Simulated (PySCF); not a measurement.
**OH− (hydroxide): levels of theory compared**

Aim: a comparison of 5 runs (HF/STO-3G, HF/3-21G, B3LYP/6-31G*, SCS-MP2/aug-cc-pVTZ, CCSDT/aug-cc-pVTZ) of OH− (hydroxide). 

The results are computed with PySCF 2.14.0.

2 further runs of the same task are left out: 2 set aside as unsound or not needed.

**1. The molecule**

The species is OH− (2 atoms), meant as a singlet with charge -1. As SMILES, `[OH-]`. Geometry: relaxed at PBE0-D4/def2-TZVPD.

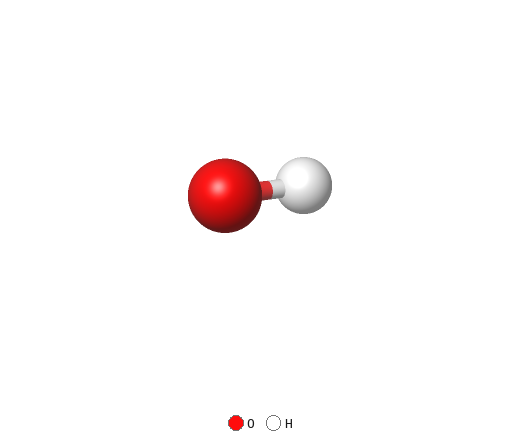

Viewed from a chosen angle; oxygen red, hydrogen white.

**2. The energy at HF/STO-3G (run 1)**

calc.py

```python
from pyscf import gto

molecule = gto.M(
    atom=[
    ('O', (0.411800, -0.131800, 0.212500)),
    ('H', (-0.411800, 0.131800, -0.212500)),
],
    spin=0,
    charge=-1,
    max_memory=1860,
    verbose=4,
    basis='sto-3g',
)

hf = molecule.RHF()
hf.conv_tol = 1e-10
hf.kernel()
if not hf.converged:
    hf = hf.newton().run(hf.mo_coeff, hf.mo_occ)

e_final = hf.e_tot
print(f'total energy: {e_final:.8f} hartree')
```

Started as:

```sh
$ OMP_NUM_THREADS=1 python calc.py
```

Log:

```text
PySCF version 2.14.0

[INPUT] num. atoms = 2
[INPUT] num. electrons = 10
[INPUT] charge = -1
[INPUT] spin (= nelec alpha-beta = 2S) = 0
[INPUT] symmetry False subgroup None
[INPUT] Mole.unit = angstrom
[INPUT] Symbol           X                Y                Z      unit          X                Y                Z       unit  Magmom
[INPUT]  1 O      0.411800000000  -0.131800000000   0.212500000000 AA    0.778189218096  -0.249065903218   0.401566801470 Bohr   0.0
[INPUT]  2 H     -0.411800000000   0.131800000000  -0.212500000000 AA   -0.778189218096   0.249065903218  -0.401566801470 Bohr   0.0

nuclear repulsion = 4.39356704194782
number of shells = 4
number of NR pGTOs = 18
number of NR cGTOs = 6
basis = sto-3g
ecp = {}

******** <class 'pyscf.scf.hf.RHF'> ********
method = RHF
initial guess = minao
damping factor = 0
level_shift factor = 0
DIIS = <class 'pyscf.scf.diis.CDIIS'>
diis_start_cycle = 1
diis_space = 8
diis_damp = 0
SCF conv_tol = 1e-10
SCF conv_tol_grad = None
SCF max_cycles = 50
direct_scf = True
direct_scf_tol = 1e-13
Set gradient conv threshold to 1e-05
Initial guess from minao.
init E= -73.9836674785933
  HOMO = -0.337037036895576  LUMO = 0.496074444398582  gap/eV = 22.67012
cycle= 1 E= -73.9307778528696  delta_E= 0.0529  |g|= 0.527  |ddm|=  1.5
  HOMO = 0.413404795886293  LUMO = 1.25431898341426  gap/eV = 22.88244
cycle= 2 E= -74.0548595055632  delta_E= -0.124  |g|= 0.0543  |ddm|= 0.864
  HOMO = 0.252846798180347  LUMO = 1.25283961146485  gap/eV = 27.21119
cycle= 3 E= -74.0562354909018  delta_E= -0.00138  |g|= 0.00467  |ddm|= 0.112
  HOMO = 0.252135643385016  LUMO = 1.25032469966702  gap/eV = 27.16211
cycle= 4 E= -74.0562441953145  delta_E= -8.7e-06  |g|= 0.000357  |ddm|= 0.01
  HOMO = 0.25197858484034  LUMO = 1.25091259790744  gap/eV = 27.18238
cycle= 5 E= -74.0562442406797  delta_E= -4.54e-08  |g|= 3.36e-06  |ddm|= 0.000622
  HOMO = 0.25198269629732  LUMO = 1.2508979200441  gap/eV = 27.18187
cycle= 6 E= -74.0562442406851  delta_E= -5.41e-12  |g|= 3.66e-09  |ddm|= 8.28e-06
  HOMO = 0.251982695552789  LUMO = 1.25089789310736  gap/eV = 27.18187
Extra cycle  E= -74.0562442406851  delta_E= -4.26e-14  |g|= 6.8e-10  |ddm|= 4.51e-09
converged SCF energy = -74.0562442406851
total energy: -74.05624424 hartree
```

Run time: 0.89 s. Hardware: 1 thread of Intel Xeon at 2.70GHz, shared host; peak memory 0.12 GiB.

**3. The energy at HF/3-21G (run 2)**

job.py

```python
from pyscf import gto

system = gto.M(
    atom='''
O      0.778189    -0.249066     0.401567
H     -0.778189     0.249066    -0.401567
''',
    max_memory=1860,
    basis='3-21g',
    verbose=4,
    unit='bohr',
    charge=-1,
    spin=0,
)

hf = system.RHF()
hf.conv_tol = 1e-10
hf.kernel()
if not hf.converged:
    hf = hf.newton().run(hf.mo_coeff, hf.mo_occ)

e_final = hf.e_tot
print('E = %.10f Eh' % e_final)
```

Started as:

```sh
$ OMP_NUM_THREADS=1 python job.py
```

Log:

```text
PySCF version 2.14.0

[INPUT] num. atoms = 2
[INPUT] num. electrons = 10
[INPUT] charge = -1
[INPUT] spin (= nelec alpha-beta = 2S) = 0
[INPUT] symmetry False subgroup None
[INPUT] Mole.unit = bohr
[INPUT] Symbol           X                Y                Z      unit          X                Y                Z       unit  Magmom
[INPUT]  1 O      0.411799884589  -0.131800051215   0.212500105058 AA    0.778189000000  -0.249066000000   0.401567000000 Bohr   0.0
[INPUT]  2 H     -0.411799884589   0.131800051215  -0.212500105058 AA   -0.778189000000   0.249066000000  -0.401567000000 Bohr   0.0

nuclear repulsion = 4.39356739121842
number of shells = 7
number of NR pGTOs = 18
number of NR cGTOs = 11
basis = 3-21g
ecp = {}

******** <class 'pyscf.scf.hf.RHF'> ********
method = RHF
initial guess = minao
damping factor = 0
level_shift factor = 0
DIIS = <class 'pyscf.scf.diis.CDIIS'>
diis_start_cycle = 1
diis_space = 8
diis_damp = 0
SCF conv_tol = 1e-10
SCF conv_tol_grad = None
SCF max_cycles = 50
direct_scf = True
direct_scf_tol = 1e-13
Set gradient conv threshold to 1e-05
[... 1 set-up line as earlier in the session ...]
init E= -74.5772943966415
  HOMO = -0.417005860027083  LUMO = 0.207312430610136  gap/eV = 16.98857
cycle= 1 E= -74.7479203635594  delta_E= -0.171  |g|= 0.812  |ddm|= 1.03
  HOMO = 0.194937196029278  LUMO = 0.674372618058027  gap/eV = 13.04610
cycle= 2 E= -74.8420054132906  delta_E= -0.0941  |g|= 0.41  |ddm|= 0.799
  HOMO = 0.0387192972394326  LUMO = 0.653797556453618  gap/eV = 16.73713
cycle= 3 E= -74.8652464626863  delta_E= -0.0232  |g|= 0.035  |ddm|= 0.209
  HOMO = 0.0253951299885786  LUMO = 0.666799163127632  gap/eV = 17.45349
cycle= 4 E= -74.8658462336721  delta_E= -0.0006  |g|= 0.00812  |ddm|= 0.0597
  HOMO = 0.0212872289836454  LUMO = 0.666343247370283  gap/eV = 17.55287
cycle= 5 E= -74.8658811708429  delta_E= -3.49e-05  |g|= 0.000523  |ddm|= 0.0186
  HOMO = 0.0211152046860557  LUMO = 0.666400748661046  gap/eV = 17.55911
cycle= 6 E= -74.865881299201  delta_E= -1.28e-07  |g|= 8.29e-05  |ddm|= 0.00121
  HOMO = 0.021101001594117  LUMO = 0.666390211542208  gap/eV = 17.55921
cycle= 7 E= -74.8658813019309  delta_E= -2.73e-09  |g|= 4.28e-06  |ddm|= 0.000185
  HOMO = 0.0211007788505153  LUMO = 0.666393115522613  gap/eV = 17.55930
cycle= 8 E= -74.865881301934  delta_E= -3.13e-12  |g|= 3.73e-07  |ddm|= 3.2e-06
  HOMO = 0.0211006679916799  LUMO = 0.666392975304173  gap/eV = 17.55930
Extra cycle  E= -74.865881301934  delta_E= -2.84e-14  |g|= 9.52e-08  |ddm|= 4.36e-07
converged SCF energy = -74.865881301934
E = -74.8658813019 Eh
```

Wall time 0.87 s (1 thread of Intel Xeon at 2.70GHz, shared host); peak memory 0.12 GiB.

Runs 3 to 4 aren't shown in full; the table further down has their settings and results.

**4. A single-point energy at CCSDT/aug-cc-pVTZ (run 5)**

job.py

```python
# [OH-]
from pyscf import gto, cc

mol = gto.Mole()
mol.atom = [
    ('O', (0.411800, -0.131800, 0.212500)),
    ('H', (-0.411800, 0.131800, -0.212500)),
]
mol.verbose = 3
mol.basis = 'aug-cc-pvtz'
mol.spin = 0
mol.max_memory = 1860
mol.charge = -1
mol.build()

mf = mol.RHF()
mf.conv_tol = 1e-10
mf.kernel()
if not mf.converged:
    mf = mf.newton().run(mf.mo_coeff, mf.mo_occ)

mycc = cc.CCSDT(mf, frozen=1)
mycc.kernel()
etot = mycc.e_tot
print('E(%s) = %.9f' % ('CCSDT', etot))
```

Started as:

```sh
$ OMP_NUM_THREADS=1 python job.py
```

Log:

```text
converged SCF energy = -75.4121949883781
_make_eris_incore_RCCSDT

WARN: A large `blksize` is being used, which may cause large memory consumption
      for storing contraction intermediates. If memory is sufficient, consider using
      `pyscf.cc.rccsdt_highm.RCCSDT` instead.

WARN: A large `blksize_oovv` is being used, which may cause large memory consumption
      for storing contraction intermediates. If memory is sufficient, consider using
      `pyscf.cc.rccsdt_highm.RCCSDT` instead.

WARN: A large `blksize_oooo` is being used, which may cause large memory consumption
      for storing contraction intermediates. If memory is sufficient, consider using
      `pyscf.cc.rccsdt_highm.RCCSDT` instead.

RCCSDT converged
E(RCCSDT) = -75.70935191615817   E_corr = -0.2971569277800233
E_corr(same-spin) = -0.0660140613175927
E_corr(oppo-spin) = -0.231142866462431
E(CCSDT) = -75.709351916
```

Wall time 13 min (1 thread of Intel Xeon at 2.70GHz, shared host); peak memory 1.7 GiB.

**5. All runs side by side**

```
run                               level  integration grid  frozen core orbitals  energy (Eh)  HOMO energy (eV)  LUMO energy (eV)  HOMO–LUMO gap (eV)  wall time
  1                           HF/STO-3G                 –                     –   -74.056244              6.86             34.04               27.18     0.89 s
  2                            HF/3-21G                 –                     –   -74.865881              0.57             18.13               17.56     0.87 s
  3  B3LYP/6-31G* (spherical functions)                 5                     –   -75.716319              4.50             11.46                6.96      1.6 s
  4                 SCS-MP2/aug-cc-pVTZ                 –                     1   -75.695788             -2.96              4.86                7.82      1.2 s
  5                   CCSDT/aug-cc-pVTZ                 –                     1   -75.709352             -2.96              4.86                7.82     13 min
```

**6. Results**

| quantity | value |
| --- | --- |
| run 5: total energy | -75.70935 Eh |
| run 5: HOMO energy (Hartree–Fock orbitals) | -2.96 eV |
| run 5: LUMO energy (Hartree–Fock orbitals) | 4.86 eV |
| run 5: HOMO–LUMO gap (to an unbound level, set by the basis) | 7.82 eV |
| run 5: correlation energy (1 core orbital frozen) | -297.2 mEh |
| run 5: T1 diagnostic | 0.021 |

Over runs 1, 2, 3 the HOMO–LUMO gap runs from 6.96 eV (B3LYP/6-31G*) to 27.18 eV (HF/STO-3G). The two ends differ in method and basis. The empty levels of an anion lie above zero and hang on the basis. In runs 1, 2, 3 the HOMO lies above zero, so the outermost electron may be held by the basis alone. In run 1 the basis is minimal, so the values are rough. All runs together took 13 min, the longest 13 min.
